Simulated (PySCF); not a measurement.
# C2H6BNO: electronic excitations at several levels of theory

How much do the electronic excitations of C2H6BNO (`CC#[N+][BH2-]O`) depend on the level of theory, and what does each level cost?

Programs: PySCF 2.14.0, with density-fitted response routines of our own. Each step states its level of theory. These are calculated values for one molecule in the gas phase, unless marked as measured. Atoms count from 0, in the outputs and in this text.

## (1) The starting structure

11 atoms, charge 0, multiplicity 1; geometry from: GFN2-xTB. The atoms were then displaced at random by about 0.01 Å, so the start is not that level's minimum.

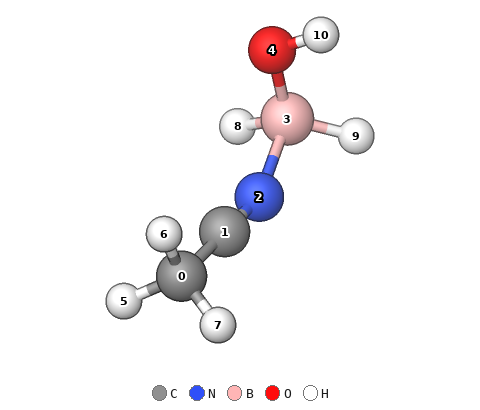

As it starts; carbon grey, nitrogen blue, boron pink, oxygen red, hydrogen white, atoms numbered.

## (2) Optimising the geometry at PBE0-D3(BJ)/def2-SVP

Job settings and geometry (Å):

```
{"job": {"xc": "PBE0", "basis": "def2-SVP", "d3": "d3bj", "grid": 1, "shake": 0.01, "kind": "geom"}, "charge": 0, "multiplicity": 1}
C     -2.145620     0.289020     0.312870
C     -0.839160    -0.162240     0.092230
N      0.208430    -0.554290    -0.094520
B      1.772980    -0.543970    -0.598630
O      2.128310     0.815970    -0.526890
H     -2.781440     0.088910    -0.566030
H     -2.133620     1.392160     0.456630
H     -2.580800    -0.155210     1.185050
H      1.588230    -0.899670    -1.700760
H      2.288050    -1.324990     0.134680
H      2.532760     1.028500     0.329630
```

Started as:

```
OMP_NUM_THREADS=1 python probes_run.py task.json out
```

The driver reads the jobs from task.json and runs them one after another.

What it wrote:

```text
step   0  E = -234.20170819  max force = 0.035811
step   1  E = -234.20875866  max force = 0.005044
step   2  E = -234.20908868  max force = 0.004338
step   3  E = -234.20961886  max force = 0.002529
step   4  E = -234.20975772  max force = 0.002441
step   5  E = -234.20982454  max force = 0.001838
step   6  E = -234.20985307  max force = 0.001332
step   7  E = -234.20987398  max force = 0.001788
step   8  E = -234.20977356  max force = 0.002547
step   9  E = -234.20984124  max force = 0.002164
step  10  E = -234.20986600  max force = 0.001941
step  11  E = -234.20926101  max force = 0.008686
step  12  E = -234.20986958  max force = 0.001568
step  13  E = -234.20987377  max force = 0.001299
step  14  E = -234.20987854  max force = 0.001168
step  15  E = -234.20987707  max force = 0.001223
step  16  E = -234.20987639  max force = 0.001175
step  17  E = -234.20987688  max force = 0.001174
step  18  E = -234.20987712  max force = 0.001172
step  19  E = -234.20987746  max force = 0.001170
step  20  E = -234.20987791  max force = 0.001167
step  21  E = -234.20987851  max force = 0.001162
step  22  E = -234.20987927  max force = 0.001156
step  23  E = -234.20988023  max force = 0.001146
step  24  E = -234.20988127  max force = 0.001133
step  25  E = -234.20988233  max force = 0.001116
step  26  E = -234.20988310  max force = 0.001100
step  27  E = -234.20988385  max force = 0.001127
step  28  E = -234.20988434  max force = 0.001208
step  29  E = -234.20988424  max force = 0.001251
step  30  E = -234.20988424  max force = 0.001252
step  31  E = -234.20988418  max force = 0.001264
step  32  E = -234.20988418  max force = 0.001259
step  33  E = -234.20988418  max force = 0.001259
step  34  E = -234.20988420  max force = 0.001256
step  35  E = -234.20988424  max force = 0.001250
step  36  E = -234.20988427  max force = 0.001249
step  37  E = -234.20988429  max force = 0.001248
step  38  E = -234.20988436  max force = 0.001246
step  39  E = -234.20988450  max force = 0.001242
step  40  E = -234.20988499  max force = 0.001215
step  41  E = -234.20988563  max force = 0.001189
step  42  E = -234.20988632  max force = 0.001169
step  43  E = -234.20988696  max force = 0.001155
step  44  E = -234.20988762  max force = 0.001125
step  45  E = -234.20988871  max force = 0.001077
optimisation not converged
```

Wall time 3 min (1 thread of Arm Neoverse N1, shared host); peak memory 0.4 GiB.

Relaxation path: (not every step is listed) (the energy doesn't fall at every step)

```csv
step,energy from step 0 (eV),largest force component (eV/Å)
0,0.0000,1.8415
1,-0.1919,0.2594
2,-0.2008,0.2231
3,-0.2153,0.1300
4,-0.2190,0.1255
5,-0.2209,0.0945
6,-0.2216,0.0685
7,-0.2222,0.0919
8,-0.2195,0.1310
11,-0.2055,0.4467
14,-0.2223,0.0601
17,-0.2223,0.0604
20,-0.2223,0.0600
23,-0.2224,0.0589
26,-0.2225,0.0566
29,-0.2225,0.0643
32,-0.2225,0.0647
35,-0.2225,0.0643
38,-0.2225,0.0641
40,-0.2225,0.0625
41,-0.2225,0.0611
42,-0.2225,0.0601
43,-0.2226,0.0594
44,-0.2226,0.0578
45,-0.2226,0.0554
```

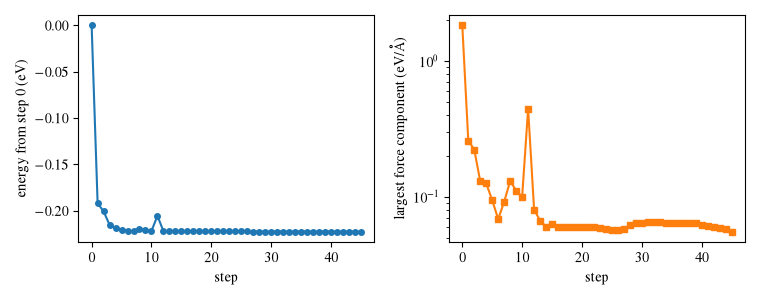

Energy and largest force along the relaxation.

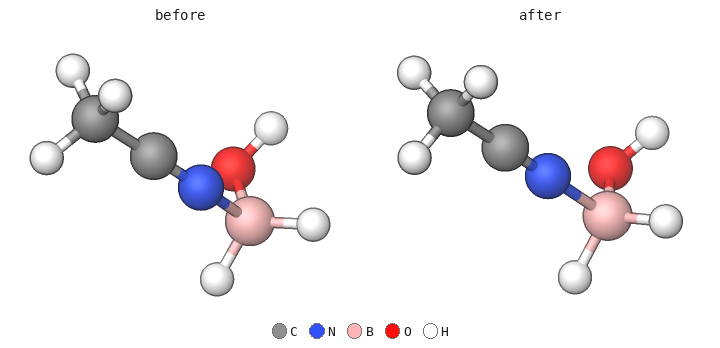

Before and after, at one scale.

Close pairs (by a distance rule), those that changed most:

```csv
bond,before (Å),after (Å),change (Å)
B3–H8,1.173,1.227,+0.055
C0–C1,1.400,1.447,+0.048
B3–H9,1.189,1.233,+0.044
C0–H7,1.071,1.099,+0.028
C1–N2,1.134,1.150,+0.016
C0–H6,1.113,1.100,-0.013
O4–H10,0.971,0.959,-0.012
N2–B3,1.644,1.654,+0.010
```

The end geometry stands in the next job.

The optimisation stopped before it met its thresholds, so this geometry is not quite a stationary point, and what follows inherits that.

```csv
at the end point,value
point group (found at 0.08 Å tolerance),C1
"rotational constants (GHz, main isotopes)","21.988, 2.035, 1.927"
dipole moment (D),7.51
```

## (3) Excited states and response: PBE0/def2-TZVP

Job settings and geometry (Å):

```
{"job": {"kind": "uv", "xc": "PBE0", "basis": "def2-TZVP"}, "charge": 0, "multiplicity": 1}
C     -2.276940     0.272728     0.344552
C     -0.889173     0.003636     0.034308
N      0.209623    -0.211425    -0.229350
B      1.793285    -0.470502    -0.630712
O      2.488717     0.754760    -0.484992
H     -2.925702    -0.245957    -0.375925
H     -2.466801     1.353847     0.280882
H     -2.515191    -0.075340     1.359776
H      1.658320    -0.832073    -1.795823
H      2.075578    -1.392453     0.137328
H      2.886260     0.818392     0.385307
```

With the program's defaults for keys left out, this is: TDDFT PBE0/def2-TZVP, vertical, gas phase, core orbitals frozen in the response.

What it wrote:

```text
coarse grid: 9128 points
cycle   1  E = -234.3468606095  dE =  4.999e-01  |g| = 7.800e-01  |ddm| = 2.397e+00
cycle   2  E = -234.0010122823  dE =  3.458e-01  |g| = 1.514e+00  |ddm| = 2.402e+00
cycle   3  E = -234.4729148050  dE = -4.719e-01  |g| = 1.530e-01  |ddm| = 1.947e+00
cycle   4  E = -234.4743505857  dE = -1.436e-03  |g| = 1.363e-01  |ddm| = 1.305e-01
cycle   5  E = -234.4779645548  dE = -3.614e-03  |g| = 2.862e-02  |ddm| = 7.208e-02
cycle   6  E = -234.4781458123  dE = -1.813e-04  |g| = 4.230e-03  |ddm| = 1.894e-02
cycle   7  E = -234.4781499078  dE = -4.095e-06  |g| = 1.071e-03  |ddm| = 3.855e-03
final grid: 88056 points
cycle   8  E = -234.4697947820  dE = -5.085e-05  |g| = 6.326e-03  |ddm| = 6.697e-02
cycle   9  E = -234.4697913215  dE =  3.460e-06  |g| = 7.598e-03  |ddm| = 7.927e-03
cycle  10  E = -234.4698027266  dE = -1.141e-05  |g| = 1.899e-03  |ddm| = 4.781e-03
cycle  11  E = -234.4698034190  dE = -6.924e-07  |g| = 5.108e-04  |ddm| = 1.238e-03
cycle  12  E = -234.4698034621  dE = -4.317e-08  |g| = 2.083e-04  |ddm| = 3.320e-04
cycle  13  E = -234.4698034705  dE = -8.320e-09  |g| = 2.963e-05  |ddm| = 1.388e-04
cycle  14  E = -234.4698034706  dE = -1.941e-10  |g| = 6.267e-06  |ddm| = 2.473e-05
converged SCF energy = -234.4698034706

Static polarisability (au): isotropic 53.140, principal 40.870 42.423 76.126

Singlet excitations
state   eV       nm        f      main configurations
  1   5.2945    234.2   0.00199   H->L 0.98
  2   5.7510    215.6   0.01968   H-1->L 0.73, H->L+1 0.25
  3   5.7871    214.2   0.11175   H->L+1 0.71, H-1->L 0.26
  4   5.9626    207.9   0.00417   H-1->L+1 0.99
  5   6.4932    190.9   0.00076   H->L+2 0.98
  6   6.9398    178.7   0.01131   H-1->L+2 0.97
  7   7.3434    168.8   0.01696   H-2->L+1 0.61, H-2->L 0.27
  8   7.6112    162.9   0.14807   H-2->L 0.52, H-2->L+1 0.24, H->L+3 0.09
  9   7.7159    160.7   0.01999   H->L+3 0.85
 10   7.8354    158.2   0.01829   H-1->L+3 0.92

Triplet excitations (Tamm-Dancoff, eV): 5.0783 5.1297 5.5101 5.7220
```

It took 27 s on 1 thread of Arm Neoverse N1, shared host; peak memory 0.76 GiB.

Frontier orbitals and where they lie:

```csv
orbital,eV,atoms
HOMO−3,-10.34,"O4 35 %, B3 21 %, N2 14 %"
HOMO−2,-9.19,"O4 42 %, B3 25 %, H8 15 %"
HOMO−1,-7.48,"O4 66 %, B3 17 %, H9 5 %"
HOMO,-7.09,"B3 36 %, O4 19 %, H9 18 %"
LUMO,-0.48,"C1 39 %, N2 27 %, C0 13 %"
LUMO+1,-0.35,"C1 39 %, N2 28 %, C0 13 %"
LUMO+2,0.25,"H7 22 %, H5 20 %, H6 20 %"
```

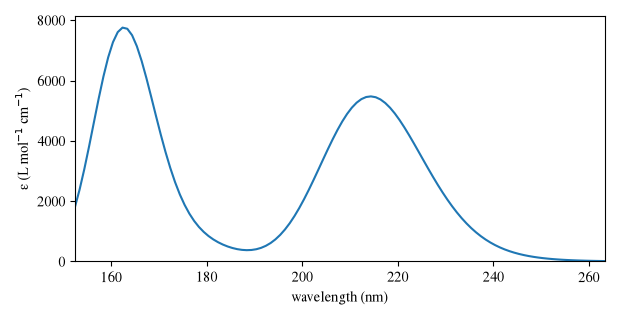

Absorption spectrum: each of the 10 states is a Gaussian band of 0.4 eV half-width at 1/e. Beyond the last state computed it falls off for lack of states.

Ground-state properties from the same run:

```csv
property,computed
dipole moment (D),7.58
polarisability (Å³),7.87
HOMO–LUMO gap (eV),6.61
−ε(HOMO) (eV),7.09
```

## (4) Excited states and response: PBE0/aug-cc-pVDZ

The job, as its differences from that of step 3:

```diff
@@ -1,2 +1,2 @@
-{"job": {"kind": "uv", "xc": "PBE0", "basis": "def2-TZVP"}, "charge": 0, "multiplicity": 1}
+{"job": {"kind": "uv", "xc": "PBE0", "basis": "aug-cc-pVDZ"}, "charge": 0, "multiplicity": 1}
 C     -2.276940     0.272728     0.344552
```

Level: TDDFT PBE0/aug-cc-pVDZ, vertical, gas phase, core orbitals frozen in the response.

What it wrote:

```text
coarse grid: 9128 points
cycle   1  E = -234.2728038861  dE =  5.248e-01  |g| = 7.353e-01  |ddm| = 9.517e+00
cycle   2  E = -233.9222126623  dE =  3.506e-01  |g| = 1.477e+00  |ddm| = 3.571e+00
cycle   3  E = -234.3938632656  dE = -4.717e-01  |g| = 1.315e-01  |ddm| = 2.270e+00
cycle   4  E = -234.3945787984  dE = -7.155e-04  |g| = 1.254e-01  |ddm| = 3.818e-01
cycle   5  E = -234.3977684419  dE = -3.190e-03  |g| = 2.398e-02  |ddm| = 2.088e-01
cycle   6  E = -234.3979026469  dE = -1.342e-04  |g| = 3.884e-03  |ddm| = 6.109e-02
cycle   7  E = -234.3979062483  dE = -3.601e-06  |g| = 9.038e-04  |ddm| = 1.022e-02
final grid: 88056 points
cycle   8  E = -234.4069943428  dE = -2.265e-05  |g| = 5.816e-03  |ddm| = 1.641e-01
cycle   9  E = -234.4069917454  dE =  2.597e-06  |g| = 6.936e-03  |ddm| = 3.271e-02
cycle  10  E = -234.4070021262  dE = -1.038e-05  |g| = 1.847e-03  |ddm| = 1.432e-02
cycle  11  E = -234.4070028421  dE = -7.159e-07  |g| = 3.642e-04  |ddm| = 2.958e-03
cycle  12  E = -234.4070028664  dE = -2.435e-08  |g| = 1.165e-04  |ddm| = 7.921e-04
cycle  13  E = -234.4070028691  dE = -2.695e-09  |g| = 2.876e-05  |ddm| = 2.129e-04
cycle  14  E = -234.4070028693  dE = -2.057e-10  |g| = 4.186e-06  |ddm| = 9.245e-05
converged SCF energy = -234.4070028693

Static polarisability (au): isotropic 56.871, principal 44.569 45.987 80.057

Singlet excitations
state   eV       nm        f      main configurations
  1   5.2964    234.1   0.00236   H->L+1 0.96
  2   5.6863    218.0   0.00679   H->L 0.94
  3   5.7578    215.3   0.05049   H->L+2 0.54, H-1->L+1 0.39
  4   5.7956    213.9   0.07461   H-1->L+1 0.58, H->L+2 0.38
  5   5.9831    207.2   0.00293   H-1->L+2 0.96
  6   6.1426    201.8   0.01713   H-1->L 0.93
  7   6.5954    188.0   0.00192   H->L+3 0.69, H->L+5 0.21
  8   6.8658    180.6   0.01829   H-1->L+3 0.36, H->L+4 0.26, H-1->L+5 0.16
  9   6.8745    180.4   0.00701   H->L+4 0.34, H->L+5 0.24, H-1->L+3 0.18
 10   6.8894    180.0   0.00408   H->L+5 0.41, H->L+4 0.31, H->L+3 0.21

Triplet excitations (Tamm-Dancoff, eV): 5.0875 5.1364 5.5271 5.6630
```

Run time: 23 s. Hardware: 1 thread of Arm Neoverse N1, shared host; peak memory 0.74 GiB.

In short: HOMO -7.12 eV, LUMO -0.69 eV; lowest singlet 5.30 eV.

## (5) Excited states and response: PBE0/def2-TZVPD

The job, as its differences from that of step 4:

```diff
@@ -1,2 +1,2 @@
-{"job": {"kind": "uv", "xc": "PBE0", "basis": "aug-cc-pVDZ"}, "charge": 0, "multiplicity": 1}
+{"job": {"kind": "uv", "xc": "PBE0", "basis": "def2-TZVPD"}, "charge": 0, "multiplicity": 1}
 C     -2.276940     0.272728     0.344552
```

Method: TDDFT PBE0/def2-TZVPD, vertical, gas phase, core orbitals frozen in the response.

What it wrote:

```text
coarse grid: 9128 points
cycle   1  E = -234.3484223836  dE =  4.994e-01  |g| = 7.790e-01  |ddm| = 2.862e+00
cycle   2  E = -233.9699530457  dE =  3.785e-01  |g| = 1.560e+00  |ddm| = 2.690e+00
cycle   3  E = -234.4753532389  dE = -5.054e-01  |g| = 1.423e-01  |ddm| = 2.040e+00
cycle   4  E = -234.4761785575  dE = -8.253e-04  |g| = 1.352e-01  |ddm| = 1.941e-01
cycle   5  E = -234.4797342395  dE = -3.556e-03  |g| = 2.964e-02  |ddm| = 8.732e-02
cycle   6  E = -234.4799243320  dE = -1.901e-04  |g| = 4.473e-03  |ddm| = 2.636e-02
cycle   7  E = -234.4799288632  dE = -4.531e-06  |g| = 1.101e-03  |ddm| = 6.142e-03
final grid: 88056 points
cycle   8  E = -234.4715699747  dE = -5.253e-05  |g| = 6.372e-03  |ddm| = 1.434e-01
cycle   9  E = -234.4715660807  dE =  3.894e-06  |g| = 7.787e-03  |ddm| = 1.348e-02
cycle  10  E = -234.4715779366  dE = -1.186e-05  |g| = 1.948e-03  |ddm| = 7.150e-03
cycle  11  E = -234.4715786683  dE = -7.317e-07  |g| = 5.161e-04  |ddm| = 1.319e-03
cycle  12  E = -234.4715787118  dE = -4.351e-08  |g| = 2.167e-04  |ddm| = 4.331e-04
cycle  13  E = -234.4715787209  dE = -9.076e-09  |g| = 3.028e-05  |ddm| = 1.936e-04
cycle  14  E = -234.4715787211  dE = -2.034e-10  |g| = 6.496e-06  |ddm| = 3.494e-05
converged SCF energy = -234.4715787211

Static polarisability (au): isotropic 56.846, principal 44.533 45.910 80.096

Singlet excitations
state   eV       nm        f      main configurations
  1   5.2901    234.4   0.00233   H->L 0.96
  2   5.7534    215.5   0.06840   H->L+2 0.56, H-1->L 0.31, H->L+1 0.10
  3   5.7921    214.1   0.06006   H-1->L 0.64, H->L+2 0.24
  4   5.8673    211.3   0.00521   H->L+1 0.79, H->L+2 0.16
  5   5.9815    207.3   0.00283   H-1->L+2 0.90, H-1->L+1 0.09
  6   6.3248    196.0   0.01569   H-1->L+1 0.85, H-1->L+2 0.08
  7   6.8480    181.1   0.00425   H->L+3 0.89
  8   7.1176    174.2   0.01073   H-1->L+3 0.78, H-1->L+4 0.16
  9   7.3471    168.8   0.01533   H-2->L+2 0.57, H-2->L 0.29
 10   7.4673    166.0   0.01680   H->L+4 0.77

Triplet excitations (Tamm-Dancoff, eV): 5.0751 5.1281 5.5290 5.7433
```

Wall time 41 s (1 thread of Arm Neoverse N1, shared host); peak memory 0.82 GiB.

In short: HOMO -7.13 eV, LUMO -0.54 eV; lowest singlet 5.29 eV.

## (6) Excited states and response: PBE0/6-31+G*

The job, as its differences from that of step 5:

```diff
@@ -1,2 +1,2 @@
-{"job": {"kind": "uv", "xc": "PBE0", "basis": "def2-TZVPD"}, "charge": 0, "multiplicity": 1}
+{"job": {"kind": "uv", "xc": "PBE0", "basis": "6-31+G*"}, "charge": 0, "multiplicity": 1}
 C     -2.276940     0.272728     0.344552
```

With the program's defaults for keys left out, this is: TDDFT PBE0/6-31+G*, vertical, gas phase, core orbitals frozen in the response.

What it wrote:

```text
coarse grid: 9128 points
cycle   1  E = -234.2958124486  dE =  5.150e-01  |g| = 7.244e-01  |ddm| = 3.392e+00
cycle   2  E = -233.9729574408  dE =  3.229e-01  |g| = 1.427e+00  |ddm| = 3.606e+00
cycle   3  E = -234.4143857036  dE = -4.414e-01  |g| = 1.355e-01  |ddm| = 2.970e+00
cycle   4  E = -234.4154531984  dE = -1.067e-03  |g| = 1.229e-01  |ddm| = 1.838e-01
cycle   5  E = -234.4185430291  dE = -3.090e-03  |g| = 2.237e-02  |ddm| = 1.046e-01
cycle   6  E = -234.4186609863  dE = -1.180e-04  |g| = 3.928e-03  |ddm| = 2.752e-02
cycle   7  E = -234.4186647148  dE = -3.729e-06  |g| = 8.164e-04  |ddm| = 4.502e-03
final grid: 88056 points
cycle   8  E = -234.3781571160  dE = -1.922e-05  |g| = 5.691e-03  |ddm| = 5.930e-02
cycle   9  E = -234.3781546634  dE =  2.453e-06  |g| = 6.819e-03  |ddm| = 1.207e-02
cycle  10  E = -234.3781648152  dE = -1.015e-05  |g| = 1.655e-03  |ddm| = 6.751e-03
cycle  11  E = -234.3781653899  dE = -5.747e-07  |g| = 3.533e-04  |ddm| = 1.394e-03
cycle  12  E = -234.3781654135  dE = -2.365e-08  |g| = 1.052e-04  |ddm| = 3.140e-04
cycle  13  E = -234.3781654157  dE = -2.216e-09  |g| = 2.892e-05  |ddm| = 1.308e-04
cycle  14  E = -234.3781654160  dE = -2.062e-10  |g| = 3.894e-06  |ddm| = 3.212e-05
converged SCF energy = -234.3781654160

Static polarisability (au): isotropic 51.030, principal 39.094 40.367 73.629

Singlet excitations
state   eV       nm        f      main configurations
  1   5.3497    231.8   0.00309   H->L 0.93
  2   5.7737    214.7   0.00418   H-1->L 0.85
  3   5.8472    212.0   0.11383   H->L+2 0.63, H->L+1 0.21
  4   5.9334    209.0   0.00965   H->L+1 0.67, H->L+2 0.24
  5   6.0092    206.3   0.00576   H-1->L+2 0.86, H-1->L+1 0.11
  6   6.3365    195.7   0.01859   H-1->L+1 0.79, H-1->L+2 0.10
  7   6.8295    181.5   0.00182   H->L+3 0.84, H->L+6 0.09
  8   7.0530    175.8   0.01683   H-1->L+3 0.77, H-1->L+6 0.13
  9   7.1960    172.3   0.01394   H->L+4 0.88
 10   7.3503    168.7   0.00351   H->L+5 0.93

Triplet excitations (Tamm-Dancoff, eV): 5.1451 5.1839 5.5234 5.7645
```

Wall time 12 s (1 thread of Arm Neoverse N1, shared host); peak memory 0.52 GiB.

This run: HOMO -7.14 eV, LUMO -0.48 eV; lowest singlet 5.35 eV.

## (7) Side by side: electronic excitations

Excitations and ground-state properties, with basis size and wall time:

```csv
run,lowest singlet (eV),brightest (eV),f,gap (eV),α (Å³),μ (D),functions,time
PBE0/def2-TZVP,5.29,7.61,0.148,6.61,7.87,7.58,191,27 s
PBE0/aug-cc-pVDZ,5.30,5.80,0.075,6.43,8.43,7.56,169,23 s
PBE0/def2-TZVPD,5.29,5.75,0.068,6.60,8.42,7.58,242,41 s
PBE0/6-31+G*,5.35,5.85,0.114,6.66,7.56,7.66,102,12 s
```

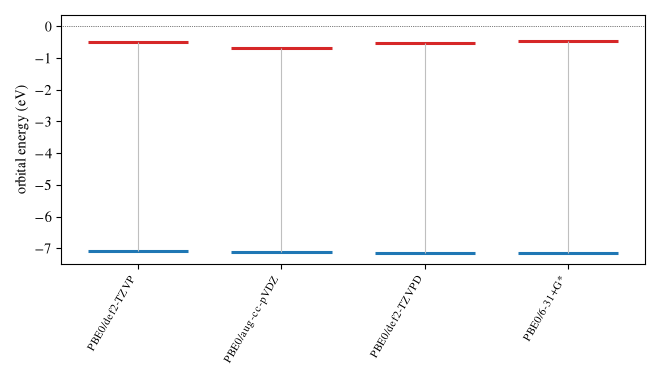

HOMO (blue) and LUMO (red) run by run.

## (8) What came out

| quantity | value |
| --- | --- |
| point group | C1 |
| rotational constants (main isotopes) | 21.99, 2.04, 1.93 GHz |
| lowest singlet (PBE0/def2-TZVP) | 5.29 eV (234 nm), f = 0.002 |
| brightest single state of those computed | state 8, 7.61 eV, f = 0.148 |
| lowest triplet | 5.08 eV |
| range of the lowest singlet | 5.29 to 5.35 eV |

In words: Single values in the summary come from the first sound run of each kind (PBE0/def2-TZVP), which need not be the best level. The start of the PBE0/def2-SVP relaxation was shaken at random by about 0.01 Å, so part of the energy gained, and of the first lengths quoted, undoes that. The optimisation took 45 steps and gained 0.223 eV; among the close pairs (by a distance rule), B3–H8 changed most, from 1.173 to 1.227 Å. The lowest singlet, at 5.29 eV, is HOMO→LUMO 0.98 and is weak; of the 10 states computed, the strongest absorption comes from state 8 at 7.61 eV. The lowest triplet lies 0.22 eV below the lowest singlet (triplets in Tamm-Dancoff, singlets in full TDDFT). At PBE0/def2-TZVP, states above −ε(HOMO) (7.09 eV) lie where TDDFT describes them poorly and they hang on the basis; the brightest is among them. The lowest singlet moves an electron between orbitals on different atoms, a charge-transfer state, which PBE0 without long-range exact exchange places too low; its energy and rank are unsure. The basis of PBE0/def2-TZVP has no diffuse functions, so Rydberg states are missing and the high states are unreliable. The lowest singlet runs from 5.29 eV (PBE0/def2-TZVPD) to 5.35 eV (PBE0/6-31+G*), while the orbital gap spans 6.43 to 6.66 eV. The lowest state need not be the same one in every run. The runs solved for a few states only, so the brightest column depends on that window. The geometry optimisation behind these runs did not converge, so the values belong to an unrelaxed structure.
